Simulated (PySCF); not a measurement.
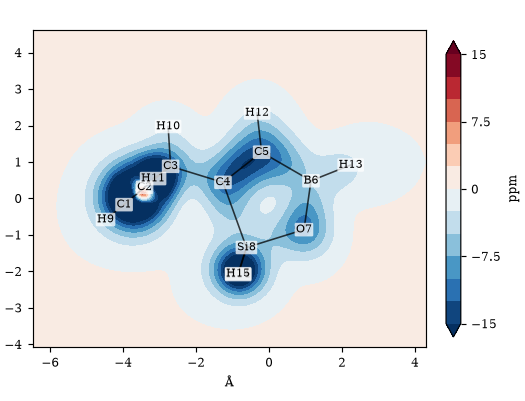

Figure. C$_{5}$H$_{7}$BOSi, SMILES `C#CCC1=CBO[SiH2]1`. Isotropic NICS 1.0 Å above the plane of the 5-membered ring C4/C5/B6/O7/Si8; GIAO shieldings; atoms are projected onto the map; negative values mean shielding.

Level of theory: PBE0/6-31G* (PySCF), at a geometry from GFN2-xTB. No frequency check shows the geometry to be a minimum.

Input script:

```python
import numpy as np
from pyscf import gto, scf, dft
from pyscf.prop import nmr
from pyscf.data import nist

def solve(mol, dm0=None, hcore=None):
    mf = (dft.UKS if mol.spin else dft.RKS)(mol, xc='pbe0')
    mf.grids.level = 3
    mf.conv_tol, mf.max_cycle = 1e-8, 80
    if hcore is not None:
        mf.get_hcore = lambda *args: hcore
    mf.kernel(dm0)
    if not mf.converged:
        mf = mf.newton().run(mf.mo_coeff, mf.mo_occ, max_cycle=30)
    assert mf.converged, 'SCF not converged'
    return mf

mol = gto.M(atom='''
C      3.16700     0.58912     0.70993
C      2.40909    -0.08228     0.07232
C      1.46544    -0.89332    -0.67139
C      0.05569    -0.57133    -0.26794
C     -0.83746    -1.46588     0.18869
B     -2.21509    -0.80165     0.51709
O     -2.20492     0.52925     0.26959
Si    -0.77725     1.13365    -0.30121
H      3.84618     1.16933     1.25956
H      1.68464    -1.95238    -0.49777
H      1.59422    -0.68273    -1.73919
H     -0.58339    -2.51394     0.29909
H     -3.18639    -1.31029     0.92724
H     -0.28379     2.08954     0.67942
H     -1.03375     1.64573    -1.64329
''', basis='6-31g*', charge=0, spin=0, verbose=4)
mf = solve(mol)
vxc = nmr.rks.get_vxc_giao  # smaller grid blocks
nmr.rks.get_vxc_giao = lambda *a, **k: vxc(*a, **{**k, 'max_memory': 300})
calc = nmr.RKS(mf)
calc.cphf = True
nuclei = calc.kernel()
mo1 = calc.mo10
# ring centres and points 1 angstrom above and below them
points = np.array([
    [-1.1958, -0.2352, 0.0812],
    [-0.8903, -0.0654, 1.0182],
    [-1.5013, -0.4050, -0.8557],
]) / nist.BOHR
mol.atom_coord = lambda i, unit='Bohr': points[i]
idx = range(len(points))
sigma = (calc.dia(shielding_nuc=idx) + calc.para(mo10=mo1, shielding_nuc=idx)[0]) * nist.ALPHA**2 * 1e6
for p, t in zip(points, sigma):
    print('NICS at %8.4f %8.4f %8.4f  %8.2f ppm' % (*(p * nist.BOHR), -t.trace() / 3))
occ = mf.mo_coeff[:, mf.mo_occ > 0]
dm1 = np.array([mf.mo_coeff @ (2 * x) @ occ.T for x in mo1])
np.savez('result.npz', sigma=sigma, nuclei=nuclei, dm0=mf.make_rdm1(), dm1=dm1, e=mf.e_tot, eps=mf.mo_energy, occ=mf.mo_occ)
```

Run with:

```sh
OMP_NUM_THREADS=1 python input.py
```

The run took 2.8 min on 1 thread of Intel(R) Xeon(R) Processor @ 2.50GHz (Skylake/Cascade Lake) (shared host), peak memory 0.88 GiB.

The script gives the values at the ring points; maps and scans were evaluated afterwards from its response orbitals, outside that time.

What does the map say about the ring?

It is neither clearly shielded nor deshielded above its centre; an sp³ atom breaks the ring's conjugation, so the values mix its σ bonds and separate π bonds and show no closed π ring current: NICS(0) = −1.0, NICS(1) = −2.4, NICS(1)zz = −1.0 ppm.

What absolute proton shieldings does the same calculation give?

From 25.5 ppm (H12) to 31.0 ppm (H9).
